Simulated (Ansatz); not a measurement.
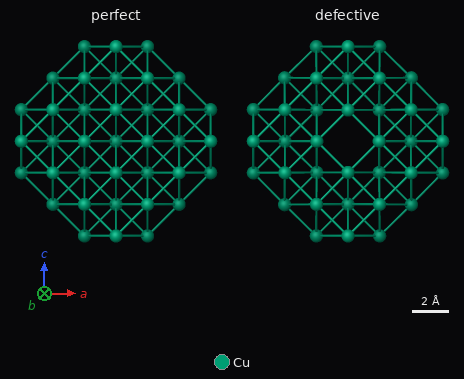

Left: perfect Cu. Right: the same region with one point defect, after relaxing the atoms in a supercell of 27 sites. The picture is a ball-and-stick view of the atoms within 6.0 Å of one point, in a slice 4.2 Å thick across the line of sight, seen along the b axis.

Level of theory: DFT LDA, scalar-relativistic, plane waves, PAW in Ansatz 0.2.0. (plane-wave cutoff 420 eV; k-point mesh 4 × 4 × 4; occupations gaussian; smearing width 0.1 eV; no spin polarisation) The cell is small and the k-mesh coarse, so the numbers are rough. The axes drawn are those of the host's conventional cell.

**What kind of defect was made?**

A copper atom is taken out (a vacancy).

The charge state of the cell is 0.

**What does the relaxation do around it?**

Around the empty Cu site the host had 12 Cu at 2.49 Å; after relaxation the nearest atoms are 12 Cu at 2.46 Å. Of the host's atoms, a copper atom moves furthest from its site, by 0.03 Å. Relaxing the atoms from the host's sites lowers the energy by 0.04 eV. At a tolerance of 0.02 Å the relaxed supercell has space group Fm-3m.
